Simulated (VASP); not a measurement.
Shape and ions are relaxed at each volume.

Energy against volume of SiC (wurtzite). All values below come from MS2 meta-GGA, VASP's PBE PAW potentials (set 64) (plane waves; VASP).

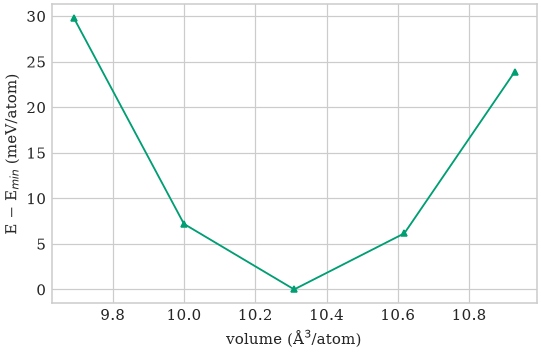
*Energy against volume*

Question: Estimate the equilibrium volume and the bulk modulus.

Answer: The minimum lies near 10.3 Å³/atom, and the curvature gives B0 of about 230 GPa.

The compound is SiC in the wurtzite structure, the rare 2H polytype. It was relaxed first.
